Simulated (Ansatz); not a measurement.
# ScTeN3 (model cell, started as cubic perovskite with Te in the octahedra): a soft mode frozen in

Wanted: the energy along a soft mode of ScTeN3 (model cell, started as cubic perovskite with Te in the octahedra) and the structure at the end.

Program: Ansatz 0.2.0. Level of theory: DFT PBEsol, scalar-relativistic, plane waves, PAW; PAW set soft_1. Results are calculated unless marked as measured.

The structure was built from a prototype and need not be the compound's stable phase.

**1. The structure**

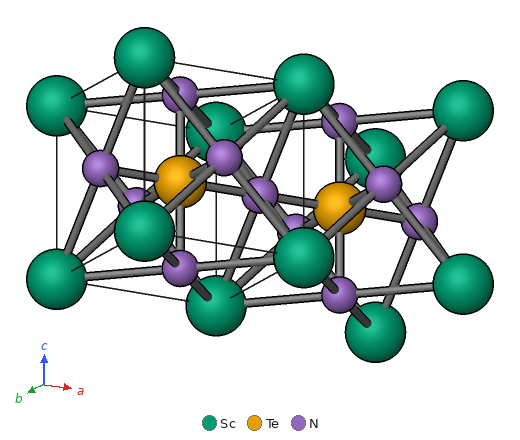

The starting structure, seen from a free direction (scandium teal, tellurium orange, nitrogen purple). 2×1×1 cells are drawn. Some periodic images of atoms are drawn too.

**2. Phonons on a q mesh**

The cell comes from relaxations at this level that are not shown. Stability and thermal properties need the whole zone. Linear response on a 4×4×4 q mesh gives force constants as far as a supercell of that size would.

The input, input.yaml:

```yaml
crystal:
  lattice:
    - [3.9131533689, 0.0, 0.0]
    - [0.0, 3.9131533689, 0.0]
    - [0.0, 0.0, 3.9131533689]
  atoms:
    - { symbol: Sc, position: [0.0, 0.0, 0.0] }
    - { symbol: Te, position: [0.5, 0.5, 0.5] }
    - { symbol: "N", position: [0.5, 0.5, 0.0] }
    - { symbol: "N", position: [0.5, 0.0, 0.5] }
    - { symbol: "N", position: [0.0, 0.5, 0.5] }
kpoints:
  mp_grid: { grid: [12, 12, 12] }
hamiltonian:
  xc: pbesol
  pseudopotentials: { kind: paw, azcp: { folder: soft_1 }, xc_functional: pbe }
scf:
  occupations: { method: methfessel_paxton, width: 0.2 }
output:
  eigenvalues: true
phonons:
  method: dfpt
  qmesh: [4, 4, 4]
  temperatures: { t_max: 1000, t_step: 50 }
  qpath:
    path:
      - [[0.0, 0.0, 0.0], [0.0, 0.5, 0.0], [0.5, 0.5, 0.0], [0.0, 0.0, 0.0], [0.5, 0.5, 0.5], [0.0, 0.5, 0.0]]
      - [[0.5, 0.5, 0.5], [0.5, 0.5, 0.0]]
    npoints: 10
```

On the command line:

```console
ansatz run input.yaml --threads 8 --pin off --max-ram 16384MiB --backend cpu --events-out ev --progress --plain --runs-dir out
```

Numbers of over 12 decimals in the logs are rounded to 6 here.

The program printed:

```text
Engine: ansatz 0.2.0, x86_64-unknown-linux-gnu
Pseudopotentials: kind: paw
Pseudopotential: Sc, paw, valence charge 11, recommended cutoff 420 eV (normal), soft_1/Sc.paw.azcp
Pseudopotential: Te, paw, valence charge 16, recommended cutoff 420 eV (normal), soft_1/Te.paw.azcp
Pseudopotential: N, paw, valence charge 5, recommended cutoff 420 eV (normal), soft_1/N.paw.azcp
Functional definition: PBEsol
  exchange = pbesol_x
  correlation = pbesol_c
Crystal: 5 atoms, lattice volume = 59.921 Å³
Basis set: ecut = 420 eV, 1189 PW (Γ), exchange–correlation on 54×54×54 points (8 copies of the dense FFT grid, shifted against one another)
Bands: 26, of which v1, the nominal top of the filled ones, is band 21 counted from 1 (20 counted from 0)
Symmetry: 48 space group operations
k-points: 84 of 1728
Non-local potential: Sc, projectors of the file, l = 0: 3, l = 1: 2, l = 2: 3, l = 3: 1
Non-local potential: Te, projectors of the file, l = 0: 2, l = 1: 2, l = 2: 2, l = 3: 1
Non-local potential: N, projectors of the file, l = 0: 2, l = 1: 2, l = 2: 1
PAW form: soft (Blöchl's): semilocal exchange-correlation on the pseudo side does not see the compensation charge
PAW frozen core: Sc, regenerated for the run's functional, and the local potential with it (the file was generated under x = pbe(κ = 0.804, μ = 0.219515), c = pbe(β = 0.066725))
PAW frozen core: Te, regenerated for the run's functional, and the local potential with it (the file was generated under x = pbe(κ = 0.804, μ = 0.219515), c = pbe(β = 0.066725))
PAW frozen core: N, regenerated for the run's functional, and the local potential with it (the file was generated under x = pbe(κ = 0.804, μ = 0.219515), c = pbe(β = 0.066725))
PAW one-centre angular grid: Sc, 590 points (default); XC on 64 Gauss nodes
PAW one-centre angular grid: Te, 590 points (default); XC on 64 Gauss nodes
PAW one-centre angular grid: N, 110 points (default); XC on 64 Gauss nodes
Initial density: superposition of atomic densities (chi_scale 0.1, normalization cell, long waves kept (reshape's long-wave potential 0.00 eV rms))
Initial wavefunctions: pseudopotential atomic-orbital guess
Functional: x = pbesol(κ = 0.804, μ = 0.123457), c = pbesol(β = 0.046)
SCF iter   1: F=—  HF=-10147.642901 eV  |F-HF|=—  |Δ(HF+E_count)|=         —  Δρ=9.43e-2  dr2=5.99e0  ethr=3.10e-3  ⟨swp⟩=5.8  Hψ=9833  notcnv=0
preconditioner: auto → Kerker (q_TF=auto, 2.571 Å⁻¹)  [metal: Δε(μ)=0.041 eV  Ē_g=8.978 eV  σ=0.200 eV  W_gap=0.17  n_scr=18 (ndim 8)  ℏωp=23.5 eV  f_vac=0.000  D(μ)=0.79/eV (n_scr^D=0)]
SCF iter   2: F=—  HF=-10146.329078 eV  |F-HF|=—  |Δ(HF+E_count)|=    1.31e0  S|Δr|=    0.00e0  Δρ=4.57e-2  dr2=1.41e0  ethr=3.10e-3  ⟨swp⟩=2.0  Hψ=4030  notcnv=0  defer=71
SCF iter   3: F=—  HF=-10145.952975 eV  |F-HF|=—  |Δ(HF+E_count)|=   3.76e-1  S|Δr|=    0.00e0  Δρ=1.08e-2  dr2=7.87e-2  ethr=3.10e-3  ⟨swp⟩=2.2  Hψ=3527  notcnv=0  defer=71
SCF iter   4: F=—  HF=-10145.929005 eV  |F-HF|=—  |Δ(HF+E_count)|=   2.40e-2  S|Δr|=    0.00e0  Δρ=1.35e-3  dr2=1.68e-3  ethr=1.87e-4  ⟨swp⟩=2.1  Hψ=3662  notcnv=0  defer=62
SCF iter   5: F=—  HF=-10145.928602 eV  |F-HF|=—  |Δ(HF+E_count)|=   4.02e-4  S|Δr|=    0.00e0  Δρ=3.80e-4  dr2=1.50e-4  ethr=4.01e-6  ⟨swp⟩=2.1  Hψ=3125  notcnv=0  defer=62
SCF iter   6: F=—  HF=-10145.928585 eV  |F-HF|=—  |Δ(HF+E_count)|=   1.71e-5  S|Δr|=    0.00e0  Δρ=9.42e-5  dr2=7.37e-6  ethr=3.58e-7  ⟨swp⟩=2.1  Hψ=2845  notcnv=0  defer=62
SCF iter   7: F=—  HF=-10145.928588 eV  |F-HF|=—  |Δ(HF+E_count)|=   2.21e-6  S|Δr|=    0.00e0  Δρ=2.15e-5  dr2=2.29e-7  ethr=1.76e-8  ⟨swp⟩=2.2  Hψ=3807  notcnv=0  defer=62
SCF iter   8: F=—  HF=-10145.928586 eV  |F-HF|=—  |Δ(HF+E_count)|=   2.04e-6  S|Δr|=    0.00e0  Δρ=5.22e-6  dr2=1.47e-8  ethr=5.45e-10  ⟨swp⟩=2.0  Hψ=3750  notcnv=0  defer=62
SCF iter   9: F=—  HF=-10145.928586 eV  |F-HF|=—  |Δ(HF+E_count)|=   5.53e-9  S|Δr|=    0.00e0  Δρ=1.13e-6  dr2=5.00e-10  ethr=3.49e-11  ⟨swp⟩=2.0  Hψ=3760  notcnv=0  defer=62
SCF iter  10: F=—  HF=-10145.928586 eV  |F-HF|=—  |Δ(HF+E_count)|=  3.24e-10  S|Δr|=    0.00e0  Δρ=1.91e-7  dr2=1.60e-11  ethr=1.19e-12  ⟨swp⟩=2.4  Hψ=2882  notcnv=0  defer=62
SCF iter  11: F=-10145.928586 eV  HF=-10145.928586 eV  |F-HF|=1.82e-12  |Δ(HF+E_count)|=    0.00e0  S|Δr|=    0.00e0  Δρ=4.47e-8  dr2=1.46e-12  ethr=1.00e-12  ⟨swp⟩=10.3  Hψ=10560  notcnv=0
SCF 1 converged in 11 iterations: F = -10145.928586 eV  dr2 = 1.46e-12
  greatest PAW one-centre occupation: 1.000 electrons in one spin orbital (limit 2), on the Te atom at site 1 (counted from 0), in its partial waves of l = 2
Initial density: read from a saved state, or passed on in memory by an earlier SCF of this step, an earlier step, the calling program or the single point that the run made first
iter 1 solved again at ethr=8.58e-8 eV; its pass at ethr=3.10e-3 eV (dr2=3.60e-5 eV) is discarded
SCF iter   1: F=—  HF=-10145.928586 eV  |F-HF|=—  |Δ(HF+E_count)|=         —  Δρ=3.14e-6  dr2=9.21e-9  ethr=8.58e-8  ⟨swp⟩=4.1  Hψ=17565  notcnv=0
eigensolver tolerance schedule: the retry pair's looser diagonalisation over-reported the residual by 3913.25 of it (diagonalisation noise at 0.12 of the residual, at the tolerance the schedule requests for it); recorded, not acted on — ethr = c·dr2/N_el stays at c = 1.0e-1
preconditioner: auto → Kerker (q_TF=auto, 2.571 Å⁻¹)  [metal: Δε(μ)=0.015 eV  Ē_g=9.086 eV  σ=0.200 eV  W_gap=0.06  n_scr=18 (ndim 8)  ℏωp=23.5 eV  f_vac=0.000  D(μ)=1.22/eV (n_scr^D=6)]
SCF iter   2: F=—  HF=-10145.928586 eV  |F-HF|=—  |Δ(HF+E_count)|=   1.92e-7  S|Δr|=    0.00e0  Δρ=1.76e-6  dr2=2.32e-9  ethr=2.19e-11  ⟨swp⟩=3.2  Hψ=4952  notcnv=0
SCF iter   3: F=—  HF=-10145.928586 eV  |F-HF|=—  |Δ(HF+E_count)|=  2.36e-10  S|Δr|=    0.00e0  Δρ=1.09e-6  dr2=9.74e-10  ethr=5.53e-12  ⟨swp⟩=1.0  Hψ=2184  notcnv=0
SCF iter   4: F=—  HF=-10145.928586 eV  |F-HF|=—  |Δ(HF+E_count)|=  1.20e-10  S|Δr|=    0.00e0  Δρ=5.94e-7  dr2=3.26e-10  ethr=2.32e-12  ⟨swp⟩=1.0  Hψ=2186  notcnv=0
SCF iter   5: F=—  HF=-10145.928586 eV  |F-HF|=—  |Δ(HF+E_count)|=  1.82e-11  S|Δr|=    0.00e0  Δρ=4.64e-7  dr2=2.03e-10  ethr=1.00e-12  ⟨swp⟩=1.0  Hψ=2184  notcnv=0
SCF iter   6: F=—  HF=-10145.928586 eV  |F-HF|=—  |Δ(HF+E_count)|=  1.09e-11  S|Δr|=    0.00e0  Δρ=3.97e-7  dr2=1.49e-10  ethr=1.00e-12  ⟨swp⟩=1.0  Hψ=2184  notcnv=0
SCF iter   7: F=—  HF=-10145.928586 eV  |F-HF|=—  |Δ(HF+E_count)|=  7.28e-12  S|Δr|=    0.00e0  Δρ=3.11e-7  dr2=9.08e-11  ethr=1.00e-12  ⟨swp⟩=1.0  Hψ=2184  notcnv=0
SCF iter   8: F=-10145.928586 eV  HF=-10145.928586 eV  |F-HF|=5.46e-12  |Δ(HF+E_count)|=  1.82e-11  S|Δr|=    0.00e0  Δρ=7.42e-8  dr2=5.10e-12  ethr=1.00e-12  ⟨swp⟩=2.1  Hψ=5224  notcnv=0
[...]
NSCF: frozen V_eff on 343 k-points
DFPT response loops at q = (0, 0, 0) (fractional): preconditioner auto → Kerker (q_TF=auto, 2.571 Å⁻¹) (partly filled bands, converged f_vac=0.000); β = 1.00, the filter's whole step (`scf.mixing.beta` (0.50) is not read by the response loops under this deck's `scf.mixing.preconditioner`; to damp them name `kerker` or `kerker_dos`, under which they read `scf.mixing.beta`, and type it under 1.00, their step now; both keys bind the ground state too); Broyden in place of MSR1
NSCF: frozen V_eff on 1176 k-points
DFPT response loops at q = (0, 0, 0.25) (fractional): mixed as the last ones told, above
NSCF: frozen V_eff on 686 k-points
DFPT response loops at q = (0, 0, -0.5) (fractional): mixed as the last ones told, above
NSCF: frozen V_eff on 2016 k-points
DFPT response loops at q = (0, 0.25, 0.25) (fractional): mixed as the last ones told, above
NSCF: frozen V_eff on 1176 k-points
DFPT response loops at q = (0, 0.25, -0.5) (fractional): mixed as the last ones told, above
NSCF: frozen V_eff on 686 k-points
DFPT response loops at q = (0, -0.5, -0.5) (fractional): mixed as the last ones told, above
NSCF: frozen V_eff on 3456 k-points
DFPT response loops at q = (0.25, 0.25, 0.25) (fractional): mixed as the last ones told, above
NSCF: frozen V_eff on 2016 k-points
DFPT response loops at q = (0.25, 0.25, -0.5) (fractional): mixed as the last ones told, above
NSCF: frozen V_eff on 1176 k-points
DFPT response loops at q = (0.25, -0.5, -0.5) (fractional): mixed as the last ones told, above
NSCF: frozen V_eff on 686 k-points
DFPT response loops at q = (-0.5, -0.5, -0.5) (fractional): mixed as the last ones told, above
SCF converged after 11 iterations
Stability not checked: this state was not tested for a lower state beside it, because cold or Methfessel-Paxton smearing, or corrected tetrahedra, fill the levels in a way that the test cannot read (fill_not_monotonic; see scf.lower_state_search)
Free energy (F): -10145.928586 eV
Harris-Foulkes:  -10145.928586 eV  (|F-HF|=1.82e-12)
Internal energy: -10145.927516 eV  (E = F + TS)
E sigma→0 (E₀):  -10145.928318 eV
Entropy (-TS):   -0.001070 eV (-0.214 meV/atom)
Fermi energy:    12.912159 eV
--- Per-component energies (eV) ---
  E_band       = -289.359630
  E_kinetic    = 768.441123
  E_local      = -2565.660788  (includes V_loc(G=0)·N_el)
  E_nonlocal   = 317.328831
  E_hartree    = 1127.886771
  E_xc         = -383.986651
  E_vxc        = -433.219106  (∫ρ·V_xc dr)
  E_paw        = -5932.378781  (= ΣΔE_a)
  E_vpaw       = -632.025661  (= ΣTr[D̂ρ^β])
  E_aug_tail   = 0.002420  (compensation charges beyond the density's cutoff)
  E_ewald      = -3478.148573
  E_core_change = 0.588133  (= ΣΔE_core)
  E_smearing   = -0.001070  (= −TS)
  E_closure    = -0.000000  (closes the sum)
  Σ components = -10145.928586   (vs F -10145.928586, Δ=0.00e0)
--- Band table (eV; the first three rows and the last of 84) ---
  k-point 0: bands = [... 17 lower, 11.4461, 11.4461, 11.4817, 11.4817, 11.4817, 13.7864, 13.7864, 14.2307, ... 1 higher]
  k-point 1: bands = [... 17 lower, 11.3835, 11.3835, 11.4149, 11.4149, 11.4173, 13.8416, 13.9720, 14.2398, ... 1 higher]
  k-point 2: bands = [... 17 lower, 11.1580, 11.1580, 11.3188, 11.3188, 11.6784, 13.9965, 14.2647, 14.3876, ... 1 higher]
  k-point 83: bands = [... 17 lower, 10.9516, 13.3357, 13.3357, 13.3357, 14.4973, 14.4973, 14.4973, 14.9808, ... 1 higher]
--- Phonons (Γ-DFPT): 4 representative perturbations + reference (Σ response iterations 15) ---
  ASR residual: 2.292e-5 → 0.000e0 eV/Å²; symmetrization residual: 4.674e-6 eV/Å²
  ASR residual per site (eV/Å²): 2.29e-5 9.67e-6 4.93e-6 4.93e-6 4.93e-6
  Γ frequencies (cm⁻¹): -295.86 -295.86 -295.86 -240.45 -240.45 -240.45 0.00 0.00 0.00 214.63 214.63 214.63 869.24 869.24 869.24
--- Phonons (arbitrary-q DFPT): 10 irreducible q on the 4×4×4 mesh ---
  q = [0.0000, 0.0000, 0.0000] (star 1, of the zone-centre solve; hermiticity 2.61e-7, symmetrization 7.88e-13): -295.86 -295.86 -295.86 -240.45 -240.45 -240.45 -0.00 -0.00 0.00 214.63 214.63 214.63 869.24 869.24 869.24
  q = [0.0000, 0.0000, 0.2500] (star 6, 9 solved perturbations in 4536 linear systems a pass and spin channel, the states on 588 of 1728 k-point pairs; hermiticity 2.75e-7, symmetrization 1.34e-12): -277.93 -277.93 -228.08 -208.23 -208.23 -170.93 88.64 88.64 139.11 201.23 201.23 254.55 866.46 874.88 874.88
  q = [0.0000, 0.0000, -0.5000] (star 3, 9 solved perturbations in 2646 linear systems a pass and spin channel, the states on 343 of 1728 k-point pairs; hermiticity 2.38e-7, symmetrization 1.10e-12): -267.73 -267.73 -197.96 -164.53 -164.53 91.74 156.12 156.12 157.58 157.58 195.58 316.56 842.46 878.88 878.88
  q = [0.0000, 0.2500, 0.2500] (star 12, 9 solved perturbations in 7686 linear systems a pass and spin channel, the states on 1008 of 1728 k-point pairs; hermiticity 2.91e-7, symmetrization 2.42e-14): -334.05 -285.54 -247.93 -190.88 -177.51 100.87 108.13 130.42 187.27 223.61 267.30 278.51 830.91 879.40 908.66
  q = [0.0000, 0.2500, -0.5000] (star 12, 15 solved perturbations on 588 of 1728 k-point pairs; hermiticity 3.46e-7, symmetrization 1.29e-14): -363.46 -259.80 -246.70 -220.82 -128.27 129.94 140.33 159.61 178.77 267.60 289.79 333.31 806.47 883.88 904.61
  q = [0.0000, -0.5000, -0.5000] (star 3, 9 solved perturbations in 2646 linear systems a pass and spin channel, the states on 343 of 1728 k-point pairs; hermiticity 4.00e-7, symmetrization 2.70e-13): -406.58 -301.79 -301.79 -97.72 -97.72 -94.26 164.53 188.28 188.28 336.17 336.17 345.63 789.98 888.34 940.26
  q = [0.2500, 0.2500, 0.2500] (star 8, 4 solved perturbations in 4536 linear systems a pass and spin channel, the states on 1728 of 1728 k-point pairs; hermiticity 1.53e-7, symmetrization 1.14e-12): -342.09 -319.29 -319.29 -211.44 -211.44 -76.46 215.82 215.82 220.58 281.81 281.81 307.13 832.21 832.21 938.10
  q = [0.2500, 0.2500, -0.5000] (star 12, 9 solved perturbations in 7686 linear systems a pass and spin channel, the states on 1008 of 1728 k-point pairs; hermiticity 2.64e-7, symmetrization 4.66e-13): -382.70 -359.54 -308.22 -236.62 -217.29 -116.02 219.82 238.06 276.25 301.43 302.92 344.83 804.71 834.35 951.86
  q = [0.2500, -0.5000, -0.5000] (star 6, 9 solved perturbations in 4536 linear systems a pass and spin channel, the states on 588 of 1728 k-point pairs; hermiticity 2.25e-7, symmetrization 1.36e-14): -415.62 -381.56 -381.56 -228.72 -228.72 -176.11 241.95 278.67 278.67 342.41 342.41 350.82 786.75 823.78 972.89
  q = [-0.5000, -0.5000, -0.5000] (star 1, 4 solved perturbations in 931 linear systems a pass and spin channel, the states on 343 of 1728 k-point pairs; hermiticity 1.09e-7, symmetrization 1.64e-12): -463.05 -463.05 -463.05 -245.76 -245.76 -245.76 298.92 298.92 298.92 355.83 355.83 355.83 784.36 784.36 985.23
  sum rule: each row above includes the acoustic sum rule's correction from the zone centre's row sums; it moved no ω² by more than (0.37 cm⁻¹)²
  mesh force constants: q→R imaginary residual 9.76e-19; ASR residual 2.292e-5 → 0.000e0 eV/Å²; symmetrization residual 2.132e-14 eV/Å²
  interpolated dispersion: 62 rows × 15 modes
  density of states and harmonic sums: on the 16×16×16 q-mesh, interpolated from the force constants of a 4×4×4 supercell (no non-analytic term)
  largest difference from the sums on the solved wave vectors: F 2.86e-2 eV, S 3.49e-5 and C_V 8.76e-6 eV/K
  zero-point energy: 0.252031 eV/cell   skipped modes (ω ≤ 0): 927, of them read as no rigid motion or as one in doubt: 924 (5.551e0 modes/cell left out, lowest -463.05 cm⁻¹)   left out of the sums: 3.70e-1 of the cell's modes: C_V's classical limit lies that fraction below 3 k_B per atom; for a crystal, a wire or a layer, F and S can be off by more, and a phonons.interpolated_qmesh denser along its periods is the remedy for the sampling
```

It took 22 min on 8 threads of AMD EPYC 7R32 (Zen 2), shared host; peak memory 6.3 GiB.

The column dr2 measures how far the density is from self-consistency, as an energy; F and HF (Harris–Foulkes) agree once it is small.

Numbers from this step:

| Item | Value |
| --- | --- |
| volume per atom | 11.98 Å³ |
| gap on the k-mesh | 0 eV |
| sum-rule residual before enforcement | 2.29e-5 eV/Å² |
| lowest frequency on the path | -463.0 cm⁻¹ |
| point group | m-3m |
| highest frequency on the path or at a solved wavevector | 985.2 cm⁻¹ |
| highest optical mode at the zone centre (no LO-TO term) | 869.2 cm⁻¹ |
| lowest optical zone-centre mode | -295.9 cm⁻¹ |
| lowest mode on the q mesh (acoustic modes at Γ apart) | -463.1 cm⁻¹ |

Frequencies (cm⁻¹) solved at each irreducible wavevector; negative means imaginary. Frequencies by wavevector, by row:

```csv
q in reciprocal lattice units,star,mode 1,mode 2,mode 3,mode 4,mode 13,mode 14,mode 15
0 0 0,1,-295.9,-295.9,-295.9,-240.4,869.2,869.2,869.2
0 0 0.25,6,-277.9,-277.9,-228.1,-208.2,866.5,874.9,874.9
0 0 -0.5,3,-267.7,-267.7,-198,-164.5,842.5,878.9,878.9
0 0.25 0.25,12,-334.1,-285.5,-247.9,-190.9,830.9,879.4,908.7
0 0.25 -0.5,12,-363.5,-259.8,-246.7,-220.8,806.5,883.9,904.6
0 -0.5 -0.5,3,-406.6,-301.8,-301.8,-97.7,790,888.3,940.3
0.25 0.25 0.25,8,-342.1,-319.3,-319.3,-211.4,832.2,832.2,938.1
0.25 0.25 -0.5,12,-382.7,-359.5,-308.2,-236.6,804.7,834.4,951.9
0.25 -0.5 -0.5,6,-415.6,-381.6,-381.6,-228.7,786.8,823.8,972.9
-0.5 -0.5 -0.5,1,-463.1,-463.1,-463.1,-245.8,784.4,784.4,985.2
```

Interpolated from a 4×4×4 q mesh. The phonon branches at the labelled points (cm⁻¹):

```csv
point,branch 1,branch 2,branch 3,branch 4,branch 12,branch 13,branch 14,branch 15
Γ,-296,-296,-296,-240,215,869,869,869
X,-268,-268,-198,-164,317,842,879,879
M,-407,-302,-302,-98,346,790,888,940
Γ,-296,-296,-296,-240,215,869,869,869
R,-463,-463,-463,-246,356,784,784,985
X,-268,-268,-198,-164,317,842,879,879
jump to R,-463,-463,-463,-246,356,784,784,985
M,-407,-302,-302,-98,346,790,888,940
```

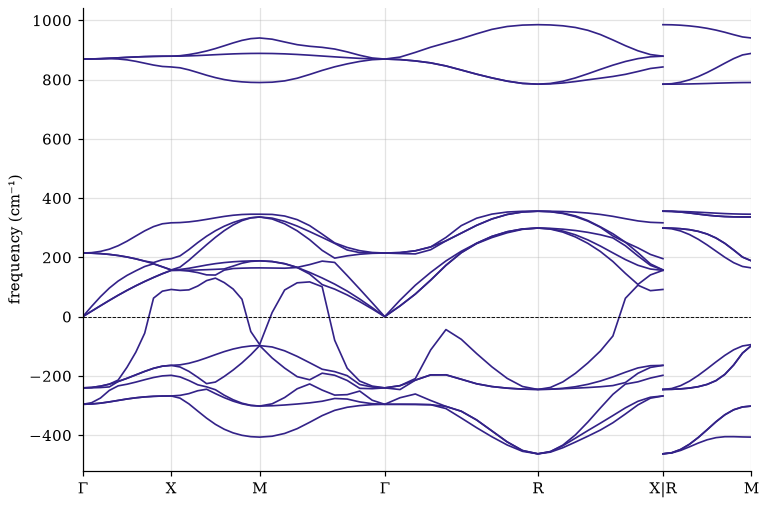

Phonon branches along the path.

Symmetry leaves 10 wavevectors to solve. The lowest mode among them, the acoustic zeros apart, lies at q = (-0.5, -0.5, -0.5) and is imaginary, 463.1i cm⁻¹, so the energy falls along it.

[end of part 1 of 4]

[Logs are printed without paths, hosts, clocks, repeated set-up lines and the standing remarks that a program may print on its own settings, such as how far it seeks lower states.]

[Hosts, paths, dates, database ids (printed as entryN), source tags and the programs' standing remarks are cut or masked in the printed files.]
